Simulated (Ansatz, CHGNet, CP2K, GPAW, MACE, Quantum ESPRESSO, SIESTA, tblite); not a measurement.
# Running random packing of 41In2S3-59GeS2 (mol %) (84 atoms) with SIESTA

How do the settings of SIESTA change the result for random packing of 41In2S3-59GeS2 (mol %) (84 atoms)? A plane-wave run serves as the yardstick.

Calculated with SIESTA 5.4.2; the method is named at each step.

### Step 1. The starting structure

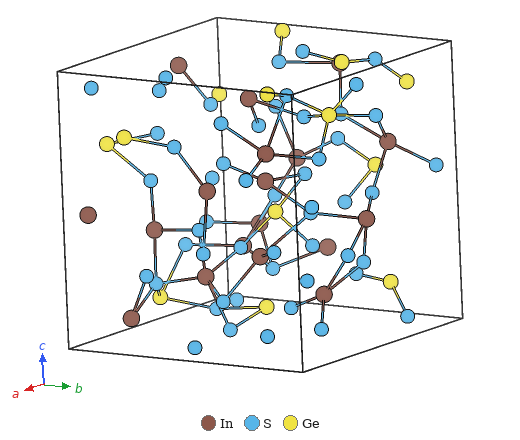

The starting structure, seen slightly off an axis (indium brown, sulfur blue, germanium yellow). Bonds to atoms that aren't drawn are left out.

The cell holds 84 atoms: 18 In, 53 S and 13 Ge. Cell: a = 12.555 Å, b = 12.555 Å, c = 12.555 Å, α = 90.0°, β = 90.0°, γ = 90.0°. 84 atoms (18 In, 53 S, 13 Ge) packed at random in a cube at 3.95 g/cm³ and pushed apart as soft spheres, cations and anions kept from their own kind; a start for melting by ab initio MD, not an equilibrated structure. Then every atom was moved at random, 0.03 Å r.m.s. a Cartesian component.

The yardstick, on the same geometry:

```
method                 : Kohn-Sham DFT, PBE, PAW, plane waves (Ansatz 0.2.0); cutoff 420 eV, Γ point, fermi-dirac smearing of 0.05 eV; PAW set soft_2
r.m.s. force component : 0.7412 eV/Å
longest force          : 2.869 eV/Å
pressure               : 2.446 GPa
SCF cycles             : 11
time                   : 16 s on 8 threads of Arm Neoverse V2, shared host
CPU time               : 2 min
```

### Step 2. PBE, DZP, shift 0.01 Ry, mesh 300 Ry

Method: Kohn-Sham DFT, PBE, PseudoDojo 0.4.1 norm-conserving pseudopotentials (converted to PSML), numerical atomic orbitals (DZP), diagonalisation.

The .psml files are PseudoDojo norm-conserving potentials that we converted to this format, checked against plane waves on the same files for H, C, O, Si, Ge and Ca alone.

Contents of input.fdf:

```
SystemLabel cell
NumberOfAtoms 84
NumberOfSpecies 3
%block ChemicalSpeciesLabel
  1 49 In
  2 16 S
  3 32 Ge
%endblock ChemicalSpeciesLabel
LatticeConstant 1.0 Ang
%block LatticeVectors
  12.55510 0.00000 0.00000
  0.00000 12.55510 0.00000
  0.00000 0.00000 12.55510
%endblock LatticeVectors
PAO.BasisSize DZP
PAO.EnergyShift 0.01 Ry
XC.Functional GGA
XC.Authors PBE
MeshCutoff 300 Ry
%block kgrid_Monkhorst_Pack
  1 0 0 0.0
  0 1 0 0.0
  0 0 1 0.0
%endblock kgrid_Monkhorst_Pack
SolutionMethod diagon
OccupationFunction FD
ElectronicTemperature 580 K
SCF.Mixer.Method Pulay
SCF.Mixer.Weight 0.15
SCF.Mixer.History 8
SCF.Mix Hamiltonian
MaxSCFIterations 300
SCF.DM.Tolerance 1e-04
SCF.H.Tolerance 1.0e-3 eV
WriteForces T
Write.HirshfeldPop T
Write.VoronoiPop T
Write.DM F
Write.H F
XML.Write F
AtomicCoordinatesFormat Fractional
%block AtomicCoordinatesAndAtomicSpecies
  0.10639 0.59302 0.90724 1
  0.00879 0.32433 0.52367 1
  0.53000 0.48930 0.85252 1
  0.48722 0.94386 0.44878 1
  0.65445 0.36022 0.22387 1
  0.02508 0.45121 0.21579 1
  0.66745 0.15753 0.37780 1
  0.21025 0.85691 0.66638 1
  0.58647 0.81723 0.18520 1
  0.68407 0.61824 0.32369 1
  0.37876 0.08951 0.90878 1
  0.83719 0.50856 0.57977 1
  0.60049 0.59568 0.57722 1
  0.08165 0.20269 0.29104 1
  0.31889 0.29348 0.26486 1
  0.78526 0.72992 0.72268 1
  0.87352 0.18629 0.10147 1
  0.96363 0.08131 0.48250 1
  0.82516 0.34256 0.97210 2
  0.17173 0.33569 0.42238 2
  0.27991 0.15143 0.75435 2
  0.91418 0.53423 0.37057 2
  0.96243 0.76369 0.66452 2
  0.64102 0.85773 0.68736 2
  0.66820 0.74872 0.91176 2
  0.90772 0.28255 0.26827 2
  0.34190 0.39669 0.71079 2
  0.06593 0.28075 0.71684 2
  0.10248 0.10531 0.01202 2
  0.71033 0.18000 0.56567 2
  0.86599 0.04952 0.91864 2
  0.35227 0.90828 0.79212 2
  0.80645 0.76253 0.37417 2
  0.37897 0.63227 0.30499 2
  0.36342 0.60143 0.55837 2
  0.40009 0.22484 0.04771 2
  0.68196 0.16521 0.18732 2
  0.74802 0.91238 0.09878 2
  0.17934 0.04291 0.30270 2
  0.92533 0.98313 0.31331 2
  0.99005 0.84792 0.11443 2
  0.58557 0.40817 0.62192 2
  0.51226 0.07922 0.68908 2
  0.64536 0.18726 0.87822 2
  0.98260 0.52944 0.04586 2
  0.02389 0.51301 0.61241 2
  0.37881 0.21365 0.51347 2
  0.16066 0.66305 0.16415 2
  0.42440 0.88031 0.27527 2
  0.45807 0.67298 0.78800 2
  0.54543 0.64544 0.11441 2
  0.84548 0.58574 0.83174 2
  0.31527 0.98344 0.06750 2
  0.30149 0.84373 0.49835 2
  0.19180 0.39077 0.91079 2
  0.76368 0.50665 0.16722 2
[... 24 atom lines left out ...]
  0.02608 0.67107 0.53148 3
  0.07591 0.04852 0.74325 3
  0.90789 0.21035 0.76227 3
  0.84717 0.79005 0.95449 3
%endblock AtomicCoordinatesAndAtomicSpecies
```

Started as:

```console
$ OMP_NUM_THREADS=1 mpirun -np 2 siesta < input.fdf > output.txt
```

The log of the run:

```text
Version         : 5.4.2
reinit: System Name:
reinit: System Label: cell
initatom: Reading input for the pseudopotentials and atomic orbitals ----------
Species number:   1 Atomic number:   49 Label: In
Species number:   2 Atomic number:   16 Label: S
Species number:   3 Atomic number:   32 Label: Ge
Ground state valence configuration (from tables):   5s02  5p01  5d00  4f00
Ground state valence configuration (from tables):   3s02  3p04  3d00  4f00
Ground state valence configuration (from tables):   4s02  4p02  4d00  4f00
---- Processing specs for species: In
GGA--PBE XC_GGA_X_PBE--XC_GGA_C_PBE pb
Semicore shell(s) with 10 electrons included in the valence for In
---- Processing specs for species: S
GGA--PBE XC_GGA_X_PBE--XC_GGA_C_PBE pb
---- Processing specs for species: Ge
GGA--PBE XC_GGA_X_PBE--XC_GGA_C_PBE pb
Semicore shell(s) with 10 electrons included in the valence for Ge
Semicore shell(s): 4d
Fallback to non-perturbative polarization scheme for In
Please see the manual if this is not desired in principle
Semicore shell(s): 3d
Fallback to non-perturbative polarization scheme for Ge
Please see the manual if this is not desired in principle
In pseudopotential only contains V_ls up to l=2 -- lmxkb reset.
S pseudopotential only contains V_ls up to l=2 -- lmxkb reset.
Ge pseudopotential only contains V_ls up to l=2 -- lmxkb reset.
Using PAO.SplitTailNorm
%block ChemicalSpeciesLabel
    1   49 In                      # Species index, atomic number, species label
    2   16 S                       # Species index, atomic number, species label
    3   32 Ge                      # Species index, atomic number, species label
%endblock ChemicalSpeciesLabel
%block PAO.Basis                 # Define Basis set
In                    4                    # Species label, number of l-shells
 n=5   0   2                         # n, l, Nzeta
   6.130      4.466
   1.000      1.000
 n=5   1   2                         # n, l, Nzeta
   8.345      6.217
[...]
n=4   2   1                         # n, l, Nzeta
   3.597
   1.000
[...]
8.345
[...]
S                     2                    # Species label, number of l-shells
[...]
n=3   1   2 P   1                   # n, l, Nzeta, Polarization, NzetaPol
[...]
Ge                    4                    # Species label, number of l-shells
[...]
6.996      5.083
   1.000      1.000
 n=3   2   1                         # n, l, Nzeta
[...]
n=4   2   1                         # n, l, Nzeta
   6.996
   1.000
%endblock PAO.Basis
coor:   Atomic-coordinates input format  =     Fractional
siesta: System type = bulk
initatomlists: Number of atoms, orbitals, and projectors:     84  1247  1512
siesta: ******************** Simulation parameters ****************************
Total number of electrons:   734.000000
Total ionic charge:   734.000000
 Kpoints in:            1 . Kpoints trimmed:            1
siesta: k-grid: Number of k-points = 1
siesta: k-points from Monkhorst-Pack grid
siesta: k-cutoff (effective) =     6.278 Ang
siesta: k-point supercell and displacements
siesta: k-grid:     1     0     0      0.000
siesta: k-grid:     0     1     0      0.000
siesta: k-grid:     0     0     1      0.000
                     ====================================
                        Single-point calculation
                     ====================================
outcell: Unit cell vectors (Ang):
       12.555100    0.000000    0.000000
        0.000000   12.555100    0.000000
        0.000000    0.000000   12.555100
outcell: Cell vector modules (Ang)   :   12.555100   12.555100   12.555100
outcell: Cell angles (23,13,12) (deg):     90.0000     90.0000     90.0000
outcell: Cell volume (Ang**3)        :   1979.0671
Gamma-point calculation with multiply-connected orbital pairs
Folding of H and S implicitly performed
Gamma-point calculation with multiply-connected orbital pairs
Folding of H and S implicitly performed
new_DM -- step:     1
Initializing Density Matrix...
Attempting to read DM from file... Failed...
DM filled with atomic data:
InitMesh: MESH = 144 x 144 x 144 = 2985984
InitMesh: Mesh cutoff (required, used) =   300.000   363.569 Ry
stepf: Fermi-Dirac step function
        iscf     Eharris(eV)        E_KS(eV)     FreeEng(eV)     dDmax    Ef(eV) dHmax(eV)
   scf:    1   -79796.640473   -79917.926917   -79918.344029  1.617114 -4.622412 12.755465
   scf:    2   -79700.441472   -79899.926367   -79900.326331  1.225091 -4.323940 33.056569
   scf:    3   -79865.811386   -79960.109137   -79960.561766  1.251469 -4.399635 16.620414
[...]
scf:   35   -79986.848840   -79986.848848   -79987.411962  0.000047 -4.537866  0.001077
   scf:   36   -79986.848864   -79986.848856   -79987.411962  0.000035 -4.537845  0.000712
SCF Convergence by DM+H criterion
max |DM_out - DM_in|         :     0.0000348834
max |H_out - H_in|      (eV) :     0.0007123465
SCF cycle converged after 36 iterations
Using DM_out to compute the final energy and forces
siesta: E_KS(eV) =           -79986.8489
siesta: E_KS - E_eggbox =    -79986.8489
siesta: Atomic forces (eV/Ang):
     1    0.615599   -0.772090    0.103393
     2   -0.828464   -0.700745    0.249922
     3   -0.339929   -0.211955   -1.672642
[...]
83   -1.129067   -0.665264    0.593897
    84    0.074331    0.763690    1.443502
----------------------------------------
   Tot   -0.005695    0.006027   -0.004438
----------------------------------------
   Max    3.344707
   Res    0.838358    sqrt( Sum f_i^2 / 3N )
----------------------------------------
   Max    3.344707    constrained
Stress tensor Voigt[x,y,z,yz,xz,xy] (kbar):      -26.34      -25.31      -39.05        5.10        1.50       -6.47
(Free)E + p*V (eV/cell)   -79950.0665
Target enthalpy (eV/cell)   -79987.4120
siesta: Program's energy decomposition (eV):
siesta: Ebs     =    -11531.568818
siesta: Eions   =     99919.452440
siesta: Ena     =     13452.432351
siesta: Ekin    =     49820.963849
siesta: Enl     =    -21776.951376
siesta: DEna    =       477.953328
siesta: DUscf   =        18.659126
siesta: Ex      =    -20654.596584
siesta: Ec      =     -1405.857110
siesta: Exc     =    -22060.453694
siesta: Eharris =    -79986.848864
siesta: Etot    =    -79986.848856
siesta: FreeEng =    -79987.411962
siesta: Final energy (eV):
siesta:  Band Struct. =  -11531.568818
siesta:       Kinetic =   49820.963849
siesta:       Hartree =   24731.085939
siesta:         Exch. =  -20654.596584
siesta:         Corr. =   -1405.857110
siesta:   Exch.-corr. =  -22060.453694
siesta:  Ion-electron =  -95689.292160
siesta:       Ion-ion =  -36789.152789
siesta:         Total =  -79986.848856
siesta:         Fermi =      -4.537845
siesta: Stress tensor (static) (eV/Ang**3):
siesta:    -0.016438   -0.004041    0.000936
siesta:    -0.004041   -0.015797    0.003182
siesta:     0.000936    0.003182   -0.024376
siesta: Cell volume =       1979.067143 Ang**3
siesta: Pressure (static):
siesta:                Solid            Molecule  Units
siesta:           0.00020552          0.00034592  Ry/Bohr**3
siesta:           0.01887025          0.03176086  eV/Ang**3
siesta:          30.23346779         50.88650992  kBar
    Orbital volume contribution        =          55.944591 eV
    (Free)E + p_basis*V_orbitals       =      -79931.467371 eV
    (Free)Eharris+ p_basis*V_orbitals  =      -79931.467378 eV
Hirshfeld Atomic Populations:
Atom #   charge [q] valence [e]  Species
     1     0.279413   12.720587  In
     2     0.181506   12.818494  In
     3     0.284320   12.715680  In
[...]
19    -0.116018    6.116018  S
    20    -0.195836    6.195836  S
    21    -0.101227    6.101227  S
[...]
72     0.174812   13.825188  Ge
    73     0.165593   13.834407  Ge
    74     0.152997   13.847003  Ge
[...]
--------------------
 Total     0.000000
Voronoi Atomic Populations:
Atom #   charge [q] valence [e]  Species
[...]
17     0.353621   12.646379  In
    18     0.245899   12.754101  In
[...]
70    -0.184283    6.184283  S
    71    -0.251578    6.251578  S
[...]
83     0.236570   13.763430  Ge
    84     0.227327   13.772673  Ge
--------------------
 Total    -0.000000
```

Wall time 5.3 min (2 MPI ranks of Arm Neoverse V2, shared host); peak memory 2 GiB.

Banners, paths, timers and routine set-up lines are dropped from the logs unmarked, and long logs keep their key lines alone; longer cuts are marked.

Compared with the plane-wave run:

* r.m.s. force component: 0.8384 eV/Å
* r.m.s. difference of force components: 204.7 meV/Å
* longest difference of force vectors: 792.8 meV/Å
* force difference over r.m.s. force: 27.61 %
* slope of forces against the reference's: 1.101
* correlation of force components: 0.9739
* pressure: 3.023 GPa
* pressure difference: 0.5777 GPa

This run lies far from the reference in forces at the same functional.

Length of the force difference by element (eV/Å):

```csv
element,atoms,mean,most
Ge,13,0.49,0.79
In,18,0.17,0.34
S,53,0.30,0.67
```

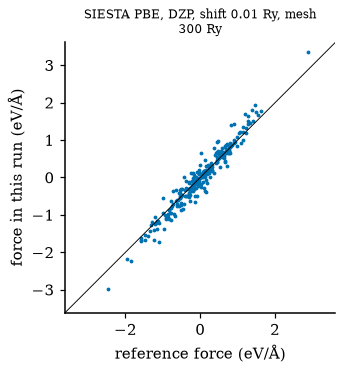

Force components against those of the reference; the line marks equality.

The surroundings of S35, whose charge lies farthest from its element's mean, nearest first, numbered as they follow in the input and with coordinates relative to it.

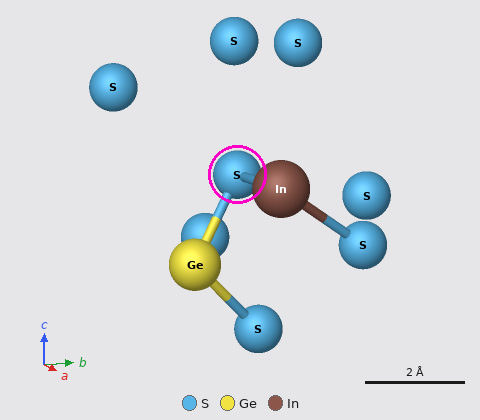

The atoms of the table, within 3.3 Å (arrows a, b, c point along x, y, z); some may hide others; the central atom is ringed.

```csv
atom,x,y,z,distance (Å),Hirshfeld charge (e),Fx,Fy,Fz (eV/Å)
S35,0.00,0.00,0.00,0.00,-0.04,-0.70,0.13,1.70
Ge75,0.74,-1.16,-1.66,2.16,0.19,-0.28,0.31,-0.32
In13,2.98,-0.07,0.24,2.99,0.19,-0.11,0.32,0.72
S68,-2.07,0.64,2.36,3.20,-0.18,-0.10,0.40,-0.95
S34,0.20,0.39,-3.18,3.21,-0.09,-0.49,0.00,-0.49
S27,-0.27,-2.57,1.91,3.22,-0.08,0.72,0.20,0.11
S54,-0.78,3.04,-0.75,3.23,-0.18,0.71,-0.31,-0.68
S60,-2.69,0.22,-1.78,3.23,-0.08,0.78,0.93,-0.63
S50,1.19,0.90,2.88,3.25,-0.11,-0.15,-0.50,-0.73
S58,2.39,1.89,-1.15,3.25,-0.16,0.71,-1.28,-0.33
```

Forces lie 28 % from the reference's, at 5.4 times its CPU time (on 2 against 8 cores).

### Step 3. PBE, SZ, shift 0.02 Ry, mesh 300 Ry

Method: Kohn-Sham DFT, PBE, PseudoDojo 0.4.1 norm-conserving pseudopotentials (converted to PSML), numerical atomic orbitals (SZ), diagonalisation.

Edit input.fdf of step 2 so:

```diff
@@ -14,4 +14,4 @@
 %endblock LatticeVectors
-PAO.BasisSize DZP
-PAO.EnergyShift 0.01 Ry
+PAO.BasisSize SZ
+PAO.EnergyShift 0.02 Ry
 XC.Functional GGA
```

Started as:

```console
$ OMP_NUM_THREADS=1 siesta < input.fdf > output.txt
```

The log of the run:

```text
Version         : 5.4.2
reinit: System Name:
reinit: System Label: cell
initatom: Reading input for the pseudopotentials and atomic orbitals ----------
Species number:   1 Atomic number:   49 Label: In
Species number:   2 Atomic number:   16 Label: S
Species number:   3 Atomic number:   32 Label: Ge
Ground state valence configuration (from tables):   5s02  5p01  5d00  4f00
[... lines left out ...]
SCF Convergence by DM+H criterion
[... lines left out ...]
SCF cycle converged after 39 iterations
[... lines left out ...]
   Max    5.338005
[... lines left out ...]
   Max    5.338005    constrained
Stress tensor Voigt[x,y,z,yz,xz,xy] (kbar):      -44.63      -49.76      -63.05        8.08        7.34       -6.28
[... lines left out ...]
siesta: FreeEng =    -79837.478073
[... lines left out ...]
siesta:         Fermi =      -3.293558
[... lines left out ...]
siesta:          52.48012445         78.02005588  kBar
[... lines left out ...]
    (Free)Eharris+ p_basis*V_orbitals  =      -79816.809533 eV
Hirshfeld Atomic Populations:
Atom #   charge [q] valence [e]  Species
     1     0.313723   12.686277  In
     2     0.173621   12.826379  In
     3     0.316395   12.683605  In
[...]
19    -0.101189    6.101189  S
    20    -0.221274    6.221274  S
    21    -0.101867    6.101867  S
[...]
72     0.181206   13.818794  Ge
    73     0.153124   13.846876  Ge
    74     0.143565   13.856435  Ge
[...]
--------------------
 Total    -0.000021
Voronoi Atomic Populations:
Atom #   charge [q] valence [e]  Species
[...]
17     0.356873   12.643127  In
    18     0.252962   12.747038  In
[...]
70    -0.220569    6.220569  S
    71    -0.270377    6.270377  S
[...]
83     0.211015   13.788985  Ge
    84     0.216268   13.783732  Ge
--------------------
 Total    -0.000022
```

It took 2.7 min on 1 thread; peak memory 0.79 GiB.

Numbers from this run, and their distance from the reference:

* r.m.s. force component: 1.279 eV/Å
* r.m.s. difference of force components: 732.5 meV/Å
* longest difference of force vectors: 3135 meV/Å
* force difference over r.m.s. force: 98.82 %
* slope of forces against the reference's: 1.5
* correlation of force components: 0.8693
* pressure: 5.248 GPa
* pressure difference: 2.802 GPa

This is a coarse setting, run to see what it loses.

Against the first run (28 %), the force difference from the reference is 99 %, at 0.25 times the CPU time (on 1 against 2 cores).

(Continued in part 2 of 2.)

[Also dropped from logs without a mark: logging warnings of Python, and SIESTA's first energy breakdown and zero terms.]

[Logs are printed without paths, hosts, clocks, repeated set-up lines and the standing remarks that a program may print on its own settings, such as how far it seeks lower states.]

[Hosts, paths, dates, database ids (printed as entryN), source tags and the programs' standing remarks are cut or masked in the printed files.]
